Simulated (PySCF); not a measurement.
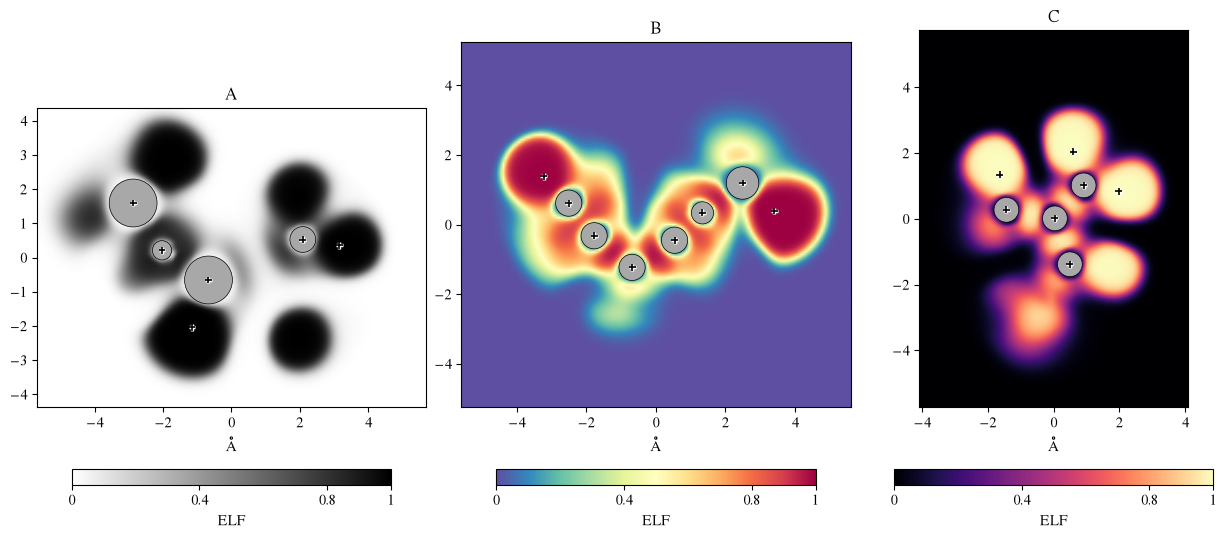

The ELF of 3 systems, each on a plane through atoms (crosses mark nuclei in the plane; grey discs cover the cores).

The calculation used PBE0/pcSseg-1, SCF density, gas phase, non-relativistic in PySCF.

System 1: C5H10Si, the plane of atoms C3, C2 and C4. Geometry: GFN2-xTB, NEB image 0 of 0 to 8.

```yaml
atoms:
  - { symbol: C, position_ang: [-1.6442, 0.8380, -1.2175] }
  - { symbol: C, position_ang: [-0.8379, 0.1553, -0.4086] }
  - { symbol: C, position_ang: [-1.3889, -0.6808, 0.7076] }
  - { symbol: C, position_ang: [0.6203, 0.2212, -0.5657] }
  - { symbol: C, position_ang: [1.5485, -0.8929, -0.0567] }
  - { symbol: Si, position_ang: [1.7946, 0.7297, 0.8511] }
  - { symbol: H, position_ang: [-2.7145, 0.8237, -1.1038] }
  - { symbol: H, position_ang: [-1.2601, 1.4377, -2.0256] }
  - { symbol: H, position_ang: [-0.9272, -0.4124, 1.6566] }
  - { symbol: H, position_ang: [-2.4642, -0.5448, 0.7891] }
  - { symbol: H, position_ang: [-1.1917, -1.7371, 0.5251] }
  - { symbol: H, position_ang: [0.9028, 0.6104, -1.5391] }
  - { symbol: H, position_ang: [1.0711, -1.7229, 0.4434] }
  - { symbol: H, position_ang: [2.2828, -1.2390, -0.7714] }
  - { symbol: H, position_ang: [1.2639, 0.8661, 2.1950] }
  - { symbol: H, position_ang: [2.9372, 1.5569, 0.5091] }
```

System 2: C3H11ClO2Si3, the plane of atoms O7, Si6 and H17. Geometry: GFN2-xTB.

```yaml
atoms:
  - { symbol: C, position_ang: [-2.4994, -0.8406, 0.6703] }
  - { symbol: C, position_ang: [-1.3024, 0.0042, 1.0946] }
  - { symbol: C, position_ang: [-1.2262, 1.3058, 0.2801] }
  - { symbol: Si, position_ang: [-0.3555, 0.9051, -1.3877] }
  - { symbol: Cl, position_ang: [0.7153, 2.5162, -1.9863] }
  - { symbol: Si, position_ang: [0.6374, -0.9381, -0.4497] }
  - { symbol: O, position_ang: [2.2290, -0.9151, -0.1871] }
  - { symbol: Si, position_ang: [3.6045, -0.2522, 0.3628] }
  - { symbol: O, position_ang: [-0.1181, -0.7544, 0.9807] }
  - { symbol: H, position_ang: [-2.4809, -1.7904, 1.1985] }
  - { symbol: H, position_ang: [-2.4533, -1.0353, -0.3984] }
  - { symbol: H, position_ang: [-3.4271, -0.3251, 0.9023] }
  - { symbol: H, position_ang: [-1.3932, 0.2358, 2.1647] }
  - { symbol: H, position_ang: [-2.2275, 1.7243, 0.1912] }
  - { symbol: H, position_ang: [-0.6253, 2.0314, 0.8328] }
  - { symbol: H, position_ang: [-1.3859, 0.6903, -2.4141] }
  - { symbol: H, position_ang: [0.4054, -2.2777, -0.9782] }
  - { symbol: H, position_ang: [3.3003, 0.8506, 1.2736] }
  - { symbol: H, position_ang: [4.3006, 0.2195, -0.8330] }
  - { symbol: H, position_ang: [4.2974, -1.3437, 1.0411] }
```

System 3: C5H6BF2N, the plane of atoms N2, B1 and H11. Geometry: GFN2-xTB, MD frame at 250 fs, 400 K.

```yaml
atoms:
  - { symbol: B, position_ang: [-3.0071, -0.5066, -0.9220] }
  - { symbol: N, position_ang: [-1.7541, -0.2665, -0.2622] }
  - { symbol: C, position_ang: [-0.8387, 0.0475, 0.3110] }
  - { symbol: C, position_ang: [0.5338, 0.2861, 0.7649] }
  - { symbol: F, position_ang: [0.6185, 0.6070, 2.1960] }
  - { symbol: C, position_ang: [1.2580, -0.9181, 0.5484] }
  - { symbol: C, position_ang: [1.6463, -2.0070, 0.2630] }
  - { symbol: C, position_ang: [1.1583, 1.5010, 0.0312] }
  - { symbol: F, position_ang: [0.2886, 2.1757, -0.7117] }
  - { symbol: H, position_ang: [-3.3726, -1.5466, -0.4843] }
  - { symbol: H, position_ang: [-3.6186, 0.5165, -0.6762] }
  - { symbol: H, position_ang: [-2.7781, -0.4775, -2.1190] }
  - { symbol: H, position_ang: [2.1104, -2.9149, -0.0287] }
  - { symbol: H, position_ang: [1.5160, 2.2095, 0.7651] }
  - { symbol: H, position_ang: [2.0647, 1.1983, -0.5442] }
```

**Which map belongs to which system?**

Panel A is system 2, C3H11ClO2Si3: the plane holds C, Si, O and H. Si–O (1.61 Å): the ELF peaks at about 0.85 between the atoms; a short, strongly polar bond. Panel B is system 3, C5H6BF2N: the plane holds B, N, C and H. C–N (1.12 Å): the ELF peaks at about 0.85 between the atoms; a short, multiple covalent bond. Panel C is system 1, C5H10Si: the plane holds C and H. C–C (1.33 Å): the ELF peaks at about 0.90 between the atoms: a short, multiple covalent bond.
